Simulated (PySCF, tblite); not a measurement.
# C5H8O2: dynamics, then NMR shifts on frames, part 2 of 2

tblite 0.8.0 and PySCF 2.14.0. Atoms count from 0. Earlier steps stand in the parts before.

**5. Shielding tensors: 625 fs, PBE0/pcSseg-1**

The job: settings as JSON, then the geometry in Å.

```
{"job": {"kind": "nmr", "xc": "PBE0", "basis": "pcSseg-1", "pop": false}, "charge": 0, "multiplicity": 1}
C     -1.645900     1.059200    -0.285200
O     -2.428000    -0.095900    -0.443200
C     -1.368900    -1.021800    -0.173300
C     -0.420600     0.196400     0.127300
C      0.975100     0.221400    -0.589500
O      1.547000     0.701800     0.630100
C      0.336200     0.430400     1.426500
H     -1.569400     1.485000    -1.290300
H     -2.083900     1.752200     0.514300
H     -1.100400    -1.614700    -1.056900
H     -1.453300    -1.830300     0.637000
H      1.435700    -0.715100    -0.869500
H      1.008900     0.964500    -1.430200
H      0.679500    -0.483300     2.020400
H      0.001000     1.229000     2.041600
```

Method: GIAO PBE0/pcSseg-1 NMR shielding, non-relativistic, gas phase.

Output:

```text
coarse grid: 12568 points
cycle   1  E = -345.0710586458  dE =  1.023e+00  |g| = 7.795e-01  |ddm| = 3.359e+00
cycle   2  E = -344.9002062841  dE =  1.709e-01  |g| = 1.249e+00  |ddm| = 1.824e+00
cycle   3  E = -345.1820262207  dE = -2.818e-01  |g| = 6.976e-02  |ddm| = 1.227e+00
cycle   4  E = -345.1828186468  dE = -7.924e-04  |g| = 3.336e-02  |ddm| = 7.318e-02
cycle   5  E = -345.1830462737  dE = -2.276e-04  |g| = 1.113e-02  |ddm| = 3.411e-02
cycle   6  E = -345.1830656403  dE = -1.937e-05  |g| = 3.662e-03  |ddm| = 9.091e-03
cycle   7  E = -345.1830681833  dE = -2.543e-06  |g| = 3.203e-04  |ddm| = 2.864e-03
final grid: 121432 points
cycle   8  E = -345.2488031725  dE = -1.628e-05  |g| = 1.458e-02  |ddm| = 2.911e-02
cycle   9  E = -345.2487475843  dE =  5.559e-05  |g| = 2.298e-02  |ddm| = 2.412e-02
cycle  10  E = -345.2488417394  dE = -9.416e-05  |g| = 1.311e-03  |ddm| = 1.580e-02
cycle  11  E = -345.2488421212  dE = -3.818e-07  |g| = 1.638e-04  |ddm| = 1.283e-03
cycle  12  E = -345.2488421249  dE = -3.691e-09  |g| = 9.903e-05  |ddm| = 2.012e-04
cycle  13  E = -345.2488421266  dE = -1.676e-09  |g| = 2.123e-05  |ddm| = 8.037e-05
cycle  14  E = -345.2488421267  dE = -8.095e-11  |g| = 4.928e-06  |ddm| = 2.223e-05
converged SCF energy = -345.2488421267

GIAO shielding tensors (ppm)
atom      isotropic    diamagn.    paramagn.     s11        s22        s33       span
  0 C       99.960     246.494    -146.534     78.116     86.291    135.472     57.356
  1 O      316.535     396.352     -79.818    231.191    352.521    365.891    134.700
  2 C      101.958     248.164    -146.206     68.346     82.708    154.821     86.474
  3 C      127.462     242.933    -115.471    120.780    122.241    139.366     18.586
  4 C      102.501     245.732    -143.232     74.398     84.634    148.470     74.072
  5 O      311.502     396.405     -84.903    217.466    349.484    367.556    150.090
  6 C      100.991     246.637    -145.646     74.323     82.772    145.878     71.555
  7 H       26.072      29.542      -3.470     22.914     25.467     29.835      6.920
  8 H       25.713      27.926      -2.213     22.763     25.021     29.355      6.592
  9 H       27.040      30.453      -3.413     24.914     26.174     30.032      5.118
 10 H       26.173      28.293      -2.120     24.161     25.230     29.127      4.966
 11 H       27.019      30.564      -3.545     24.320     26.397     30.339      6.019
 12 H       26.447      29.160      -2.713     23.939     25.442     29.961      6.022
 13 H       25.318      28.488      -3.169     21.642     25.057     29.256      7.614
 14 H       27.477      30.545      -3.067     24.983     26.884     30.566      5.583
```

It took 15 s on 1 thread of Arm Neoverse V2, shared host; peak memory 0.75 GiB.

Key values: δ C0 87.0, C6 85.9, C2 85.0, C4 84.4, H13 6.40, H8 6.00 ppm.

**6. NMR shieldings: 800 fs, PBE0/pcSseg-1**

The job: settings as JSON, then the geometry in Å.

```
{"job": {"kind": "nmr", "xc": "PBE0", "basis": "pcSseg-1", "pop": false}, "charge": 0, "multiplicity": 1}
C     -1.547500     0.555500     1.001200
O     -2.381900    -0.562800     0.519500
C     -1.214700    -1.131000    -0.124000
C     -0.323200    -0.013500     0.329300
C      0.470900     0.847800    -0.774200
O      1.755100     0.332200    -0.333300
C      1.136700    -0.327000     0.849700
H     -1.696700     1.548000     0.542100
H     -1.574600     0.755900     2.073500
H     -1.344700    -1.076400    -1.210200
H     -0.984700    -2.042300     0.428500
H      0.333200     0.455200    -1.796300
H      0.440800     1.938200    -0.654200
H      1.494800    -1.287200     0.978300
H      1.339400     0.101900     1.850400
```

Level: GIAO PBE0/pcSseg-1 NMR shielding, non-relativistic, gas phase.

Output:

```text
coarse grid: 12568 points
cycle   1  E = -345.0665251912  dE =  9.921e-01  |g| = 7.664e-01  |ddm| = 3.382e+00
cycle   2  E = -344.8827341972  dE =  1.838e-01  |g| = 1.265e+00  |ddm| = 1.750e+00
cycle   3  E = -345.1752144607  dE = -2.925e-01  |g| = 7.524e-02  |ddm| = 1.170e+00
cycle   4  E = -345.1762294234  dE = -1.015e-03  |g| = 3.133e-02  |ddm| = 8.010e-02
cycle   5  E = -345.1764607987  dE = -2.314e-04  |g| = 8.616e-03  |ddm| = 3.544e-02
cycle   6  E = -345.1764758050  dE = -1.501e-05  |g| = 2.097e-03  |ddm| = 7.972e-03
cycle   7  E = -345.1764768007  dE = -9.957e-07  |g| = 2.447e-04  |ddm| = 1.687e-03
final grid: 121432 points
cycle   8  E = -345.2429256719  dE = -1.187e-05  |g| = 1.604e-02  |ddm| = 2.904e-02
cycle   9  E = -345.2428470768  dE =  7.860e-05  |g| = 2.642e-02  |ddm| = 2.642e-02
cycle  10  E = -345.2429733436  dE = -1.263e-04  |g| = 1.538e-03  |ddm| = 1.749e-02
cycle  11  E = -345.2429738775  dE = -5.339e-07  |g| = 1.396e-04  |ddm| = 1.468e-03
cycle  12  E = -345.2429738814  dE = -3.928e-09  |g| = 3.338e-05  |ddm| = 1.756e-04
cycle  13  E = -345.2429738816  dE = -1.546e-10  |g| = 2.173e-05  |ddm| = 5.107e-05
converged SCF energy = -345.2429738816

GIAO shielding tensors (ppm)
atom      isotropic    diamagn.    paramagn.     s11        s22        s33       span
  0 C      104.251     247.147    -142.896     70.312     80.689    161.752     91.440
  1 O      325.638     397.866     -72.227    266.464    329.675    380.776    114.312
  2 C      100.202     247.638    -147.437     63.839     94.449    142.317     78.478
  3 C      136.277     245.753    -109.476    117.032    137.744    154.054     37.021
  4 C       89.835     246.931    -157.096     57.261     82.956    129.287     72.026
  5 O      319.866     396.495     -76.629    246.962    341.561    371.075    124.113
  6 C      101.757     244.441    -142.684     66.481     75.959    162.830     96.349
  7 H       26.739      29.585      -2.846     23.100     27.043     30.074      6.974
  8 H       26.778      29.240      -2.462     23.877     25.965     30.491      6.613
  9 H       25.858      29.698      -3.840     22.117     26.089     29.368      7.251
 10 H       25.941      29.784      -3.843     21.981     26.049     29.794      7.813
 11 H       26.210      30.087      -3.877     22.585     25.663     30.384      7.799
 12 H       26.351      30.049      -3.698     23.055     26.442     29.555      6.499
 13 H       28.101      31.647      -3.547     25.428     27.021     31.853      6.425
 14 H       26.699      29.338      -2.639     23.846     26.392     29.860      6.013
```

Wall time 15 s (1 thread of Arm Neoverse V2, shared host); peak memory 0.75 GiB.

In short: δ C4 97.1, C2 86.7, C6 85.2, C0 82.7, H9 5.86, H10 5.78 ppm.

**7. Shielding tensors: 1000 fs, PBE0/pcSseg-1**

The job: settings as JSON, then the geometry in Å.

```
{"job": {"kind": "nmr", "xc": "PBE0", "basis": "pcSseg-1", "pop": false}, "charge": 0, "multiplicity": 1}
C     -1.222900     0.492100     1.056100
O     -2.037900    -0.598000     0.724300
C     -1.082900    -1.150300    -0.180600
C      0.013100    -0.077900     0.239500
C      0.793500     0.861000    -0.743100
O      2.008500     0.421300    -0.271900
C      1.396600    -0.372500     0.778500
H     -1.769400     1.422400     0.743600
H     -0.983000     0.839500     2.107800
H     -1.563300    -1.190800    -1.145700
H     -0.737900    -2.165600     0.080500
H      0.607300     0.680200    -1.845400
H      0.611600     1.922500    -0.458100
H      1.753000    -1.454600     0.923900
H      1.617400     0.241000     1.689600
```

With the program's defaults for keys left out, this is: GIAO PBE0/pcSseg-1 NMR shielding, non-relativistic, gas phase.

Output:

```text
coarse grid: 12568 points
cycle   1  E = -345.0728273316  dE =  1.071e+00  |g| = 7.613e-01  |ddm| = 3.372e+00
cycle   2  E = -344.9280972077  dE =  1.447e-01  |g| = 1.183e+00  |ddm| = 1.692e+00
cycle   3  E = -345.1774426380  dE = -2.493e-01  |g| = 6.312e-02  |ddm| = 1.118e+00
cycle   4  E = -345.1781180047  dE = -6.754e-04  |g| = 2.515e-02  |ddm| = 6.575e-02
cycle   5  E = -345.1782630508  dE = -1.450e-04  |g| = 9.014e-03  |ddm| = 3.151e-02
cycle   6  E = -345.1782807078  dE = -1.766e-05  |g| = 1.554e-03  |ddm| = 8.273e-03
cycle   7  E = -345.1782812422  dE = -5.344e-07  |g| = 2.774e-04  |ddm| = 1.293e-03
final grid: 121432 points
cycle   8  E = -345.2434837073  dE = -1.508e-05  |g| = 1.377e-02  |ddm| = 2.659e-02
cycle   9  E = -345.2434388625  dE =  4.484e-05  |g| = 2.112e-02  |ddm| = 2.179e-02
cycle  10  E = -345.2435176700  dE = -7.881e-05  |g| = 1.133e-03  |ddm| = 1.412e-02
cycle  11  E = -345.2435179607  dE = -2.907e-07  |g| = 1.150e-04  |ddm| = 1.091e-03
cycle  12  E = -345.2435179636  dE = -2.881e-09  |g| = 2.570e-05  |ddm| = 1.381e-04
cycle  13  E = -345.2435179636  dE = -8.436e-11  |g| = 1.805e-05  |ddm| = 3.775e-05
converged SCF energy = -345.2435179636

GIAO shielding tensors (ppm)
atom      isotropic    diamagn.    paramagn.     s11        s22        s33       span
  0 C       99.336     245.562    -146.226     65.594     73.706    158.708     93.114
  1 O      323.774     397.314     -73.541    245.506    351.664    374.151    128.645
  2 C      100.977     244.991    -144.014     68.230     85.059    149.643     81.413
  3 C      128.025     242.469    -114.444    112.869    131.158    140.048     27.179
  4 C      103.627     246.008    -142.382     76.915     85.102    148.864     71.949
  5 O      318.183     396.601     -78.418    241.905    344.382    368.261    126.356
  6 C       98.090     246.335    -148.244     67.854     83.080    143.337     75.483
  7 H       25.872      29.441      -3.568     22.912     25.094     29.611      6.698
  8 H       26.079      28.469      -2.389     24.194     25.279     28.765      4.571
  9 H       26.506      29.821      -3.315     23.285     25.613     30.620      7.336
 10 H       26.692      29.159      -2.467     23.640     26.289     30.148      6.508
 11 H       26.005      28.571      -2.566     22.808     25.266     29.941      7.132
 12 H       26.451      29.566      -3.115     23.241     26.387     29.725      6.484
 13 H       25.636      27.501      -1.865     22.825     24.992     29.091      6.266
 14 H       25.546      28.782      -3.236     22.135     25.372     29.131      6.997
```

Run time: 14 s. Hardware: 1 thread of Arm Neoverse V2, shared host; peak memory 0.75 GiB.

This run: δ C6 88.8, C0 87.6, C2 85.9, C4 83.3, H14 6.17, H13 6.08 ppm.

**8. Comparing the runs: NMR shifts**

Shifts (ppm) of some atoms, chosen among heavy atoms and hydrogens apart, with basis size and wall time:

```csv
frame,C2,C4,C3,H13,H9,O1,O5,functions,time
250 fs,80.3,76.4,48.0,5.83,3.51,23.9,-13.2,159,19 s
425 fs,94.8,75.4,45.1,5.75,5.87,11.0,15.7,159,15 s
625 fs,85.0,84.4,59.5,6.40,4.68,19.5,24.6,159,15 s
800 fs,86.7,97.1,50.6,3.62,5.86,10.4,16.2,159,15 s
1000 fs,85.9,83.3,58.9,6.08,5.21,12.3,17.9,159,14 s
```

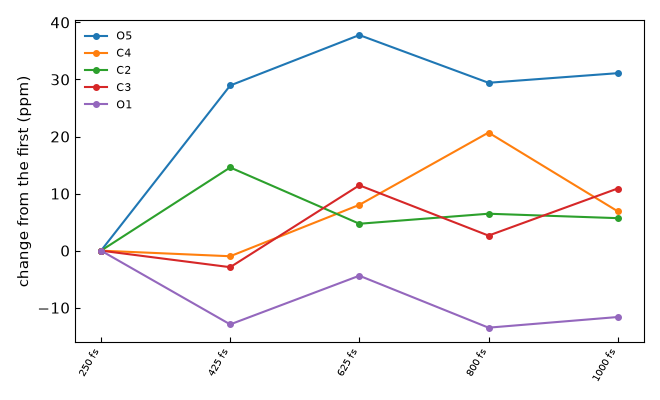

How five of the tabulated atoms move from run to run.

**9. Summary of results**

This closing draws on all 2 parts.

```
                                      quantity                                               value
                                    thermostat                                               400 K
                 mean temperature, second half                                               446 K
       mean potential energy above the minimum                                             0.73 eV
13C shifts against TMS (PBE0/pcSseg-1, 250 fs)                    86.7, 85.3, 80.3, 76.4, 48.0 ppm
 1H shifts against TMS (PBE0/pcSseg-1, 250 fs)  5.83, 5.57, 5.51, 4.95, 4.84, 4.24, 3.95, 3.51 ppm
17O shifts against H2O (PBE0/pcSseg-1, 250 fs)                                     23.9, -13.2 ppm
         surface potential, 1st and 99th percentile                                  -1.61 V and 1.07 V
                      range of the shift of O5                                   -13.2 to 24.6 ppm
```

In the second half the potential energy averages 0.73 eV above the minimum; equipartition over 39 harmonic modes at 400 K would give 0.67 eV. With 15 atoms the temperature swings widely (141 to 713 K). Shifts at one fixed geometry are not the observed spectrum, which averages over the motion. In the first frame run (250 fs): Shielding is most anisotropic at O1 (span 157 ppm, paramagnetic term -86 ppm). Across the 5 runs the shift of O5 moves most, between -13.2 (250 fs) and 24.6 ppm (625 fs).
